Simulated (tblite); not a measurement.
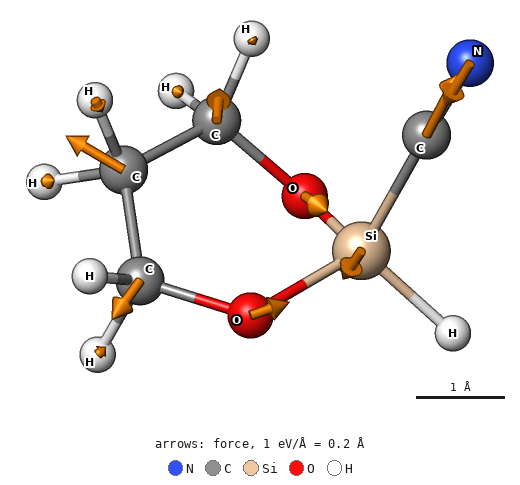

Starting geometry of C4H7NO2Si with the computed forces as orange arrows. Style: ball-and-stick. Shown at a tilt.

All numbers below come from tblite 0.8.0, GFN2-xTB geometry optimisation, gas phase. 

Q: What follows when this structure is relaxed?

A: It isn't relaxed: the largest force vector, on a C atom, is 4.88 eV/Å. The final displacements have little in common with the starting forces (cosine between the two patterns 0.09). An H atom moves most after the best rigid fit: 1.34 Å. Largest moves by element: H 1.34 Å, O 0.92 Å, N 0.84 Å, C 0.53 Å, Si 0.27 Å. Some distances before and after: O–Si 1.727 → 1.627 Å, C–Si 2.889 → 2.983 Å, C–C 1.461 → 1.525 Å, C–Si 1.818 → 1.864 Å. Among the angles between lasting bonds that change: Si–O–C 105.0° → 121.6°, C–C–C 120.8° → 110.9°, C–C–O 119.3° → 112.2°. Groups turn about C–O by about 90°, C–C by about 75°, O–Si by about 75°. Over 112 geometry steps the energy falls by 1.138 eV.
